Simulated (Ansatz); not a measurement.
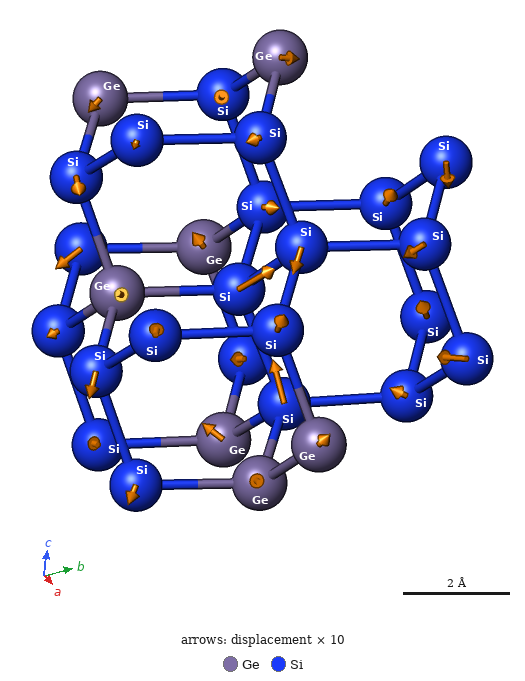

This is a relaxation of a crystal of Ge$_{40}$Si$_{88}$ (a generated structure, set up in P1). The starting structure is drawn; orange arrows show the displacements, 10 times their true length.

Style: ball-and-stick. Shown: the atoms within 5.0 Å of the atom that moves most (axes of the cell of the calculation), slightly off an axis.

Computed with DFT, PBEsol, PAW, plane waves in Ansatz. Set-up: plane-wave cutoff 420 eV; k-point mesh 1 × 1 × 1; mesh shifted by (0.5, 0.5, 0.5); no spin polarisation; cell relaxed at fixed shape; force threshold 0.03 eV/Å; at most 80 steps.

### What did the optimiser do to the structure, and how much energy did it gain?

After 4 geometry steps the energy has fallen by 15.8 meV per atom. Largest force component: 1.2 eV/Å at the start, 0.018 eV/Å at the end. The pressure goes from −0.23 to −0.01 GPa. The largest move relative to the cell is that of a Si atom, 0.10 Å along [0 2 1]. By element the largest moves are Si 0.10 Å, Ge 0.09 Å. Cell: a = b = c 15.579 → 15.556 Å (−0.1 %). Volume −0.4 %. Near-neighbour distances that change, for instance: Si–Si 2.473 → 2.358 Å, Si–Si 2.448 → 2.354 Å, Ge–Ge 2.377 → 2.454 Å, Ge–Si 2.322 → 2.397 Å. Bond angles that change, for instance: Si–Ge–Si 105.8° → 110.3°, Si–Si–Si 106.5° → 110.4°, Ge–Si–Si 110.9° → 107.2°. The space group stays P1 (No. 1).
